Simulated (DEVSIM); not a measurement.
Structure: Schottky contact on n-type GaP, at 300 K.

```tsv
layer (left to right)	material	thickness (μm)	Nd (cm⁻³)	τn (s)	τp (s)
1	GaP	1.00	2.3e14	2.5e-6	2.5e-6
```

Left contact: Schottky, work function 5.54 eV, emission velocity 1.2e7 cm/s. Right contact: ohmic. Voltage is applied to the left contact. Recombination: SRH at mid-gap. Mobility is constant in doping.

Constants are typed, rounded textbook-type inputs, not results; the design itself was drawn at random and stands for no fabricated device. Values at 300 K.

| parameter | GaP |
|---|---|
| gap (eV) | 2.26 |
| affinity (eV) | 3.8 |
| permittivity | 11.1 |
| Nc (cm⁻³) | 1.8e19 |
| Nv (cm⁻³) | 1.9e19 |
| μn (cm²/Vs) | 250 |
| μp (cm²/Vs) | 150 |

DEVSIM, 1D drift-diffusion, Boltzmann statistics, complete ionisation; no tunnelling, impact ionisation, image-force lowering or self-heating. Metal contacts follow the ideal Schottky-Mott rule: no Fermi-level pinning, no interface dipoles.

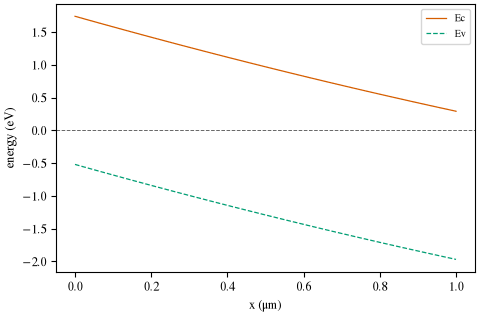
Figure: Band edges at zero bias

Energies count from the Fermi level of the right contact; mesh points crowd at the junctions.

```json
[
 {"x (μm)": "0.000", "Ec (eV)": "1.740", "Ev (eV)": "-0.520", "n (cm⁻³)": "< 1e2", "p (cm⁻³)": "3.5e10", "field (V/cm)": "-16000"},
 {"x (μm)": "0.007888", "Ec (eV)": "1.727", "Ev (eV)": "-0.533", "n (cm⁻³)": "< 1e2", "p (cm⁻³)": "2.1e10", "field (V/cm)": "-16000"},
 {"x (μm)": "0.01824", "Ec (eV)": "1.710", "Ev (eV)": "-0.550", "n (cm⁻³)": "< 1e2", "p (cm⁻³)": "1.1e10", "field (V/cm)": "-16000"},
 {"x (μm)": "0.03182", "Ec (eV)": "1.688", "Ev (eV)": "-0.572", "n (cm⁻³)": "< 1e2", "p (cm⁻³)": "4.7e9", "field (V/cm)": "-16000"},
 {"x (μm)": "0.05570", "Ec (eV)": "1.649", "Ev (eV)": "-0.611", "n (cm⁻³)": "< 1e2", "p (cm⁻³)": "1.1e9", "field (V/cm)": "-16000"},
 {"x (μm)": "0.08098", "Ec (eV)": "1.609", "Ev (eV)": "-0.651", "n (cm⁻³)": "< 1e2", "p (cm⁻³)": "2.2e8", "field (V/cm)": "-16000"},
 {"x (μm)": "0.1142", "Ec (eV)": "1.556", "Ev (eV)": "-0.704", "n (cm⁻³)": "< 1e2", "p (cm⁻³)": "2.8e7", "field (V/cm)": "-16000"},
 {"x (μm)": "0.1724", "Ec (eV)": "1.463", "Ev (eV)": "-0.797", "n (cm⁻³)": "< 1e2", "p (cm⁻³)": "790000", "field (V/cm)": "-16000"},
 {"x (μm)": "0.2342", "Ec (eV)": "1.367", "Ev (eV)": "-0.893", "n (cm⁻³)": "< 1e2", "p (cm⁻³)": "19000", "field (V/cm)": "-15000"},
 {"x (μm)": "0.3022", "Ec (eV)": "1.263", "Ev (eV)": "-0.997", "n (cm⁻³)": "< 1e2", "p (cm⁻³)": "330", "field (V/cm)": "-15000"},
 {"x (μm)": "0.4045", "Ec (eV)": "1.109", "Ev (eV)": "-1.151", "n (cm⁻³)": "< 1e2", "p (cm⁻³)": "< 1e2", "field (V/cm)": "-15000"},
 {"x (μm)": "0.5577", "Ec (eV)": "0.886", "Ev (eV)": "-1.374", "n (cm⁻³)": "24000", "p (cm⁻³)": "< 1e2", "field (V/cm)": "-14000"},
 {"x (μm)": "0.6690", "Ec (eV)": "0.729", "Ev (eV)": "-1.531", "n (cm⁻³)": "1.0e7", "p (cm⁻³)": "< 1e2", "field (V/cm)": "-14000"},
 {"x (μm)": "0.7538", "Ec (eV)": "0.613", "Ev (eV)": "-1.647", "n (cm⁻³)": "8.9e8", "p (cm⁻³)": "< 1e2", "field (V/cm)": "-14000"},
 {"x (μm)": "0.8338", "Ec (eV)": "0.506", "Ev (eV)": "-1.754", "n (cm⁻³)": "5.6e10", "p (cm⁻³)": "< 1e2", "field (V/cm)": "-13000"},
 {"x (μm)": "0.8794", "Ec (eV)": "0.446", "Ev (eV)": "-1.814", "n (cm⁻³)": "5.7e11", "p (cm⁻³)": "< 1e2", "field (V/cm)": "-13000"},
 {"x (μm)": "0.9141", "Ec (eV)": "0.401", "Ev (eV)": "-1.859", "n (cm⁻³)": "3.3e12", "p (cm⁻³)": "< 1e2", "field (V/cm)": "-13000"},
 {"x (μm)": "0.9405", "Ec (eV)": "0.367", "Ev (eV)": "-1.893", "n (cm⁻³)": "1.2e13", "p (cm⁻³)": "< 1e2", "field (V/cm)": "-13000"},
 {"x (μm)": "0.9655", "Ec (eV)": "0.335", "Ev (eV)": "-1.925", "n (cm⁻³)": "4.2e13", "p (cm⁻³)": "< 1e2", "field (V/cm)": "-13000"},
 {"x (μm)": "0.9797", "Ec (eV)": "0.317", "Ev (eV)": "-1.943", "n (cm⁻³)": "8.5e13", "p (cm⁻³)": "< 1e2", "field (V/cm)": "-13000"},
 {"x (μm)": "0.9906", "Ec (eV)": "0.303", "Ev (eV)": "-1.957", "n (cm⁻³)": "1.4e14", "p (cm⁻³)": "< 1e2", "field (V/cm)": "-13000"},
 {"x (μm)": "1.000", "Ec (eV)": "0.291", "Ev (eV)": "-1.969", "n (cm⁻³)": "2.3e14", "p (cm⁻³)": "< 1e2", "field (V/cm)": "-13000"}
]
```
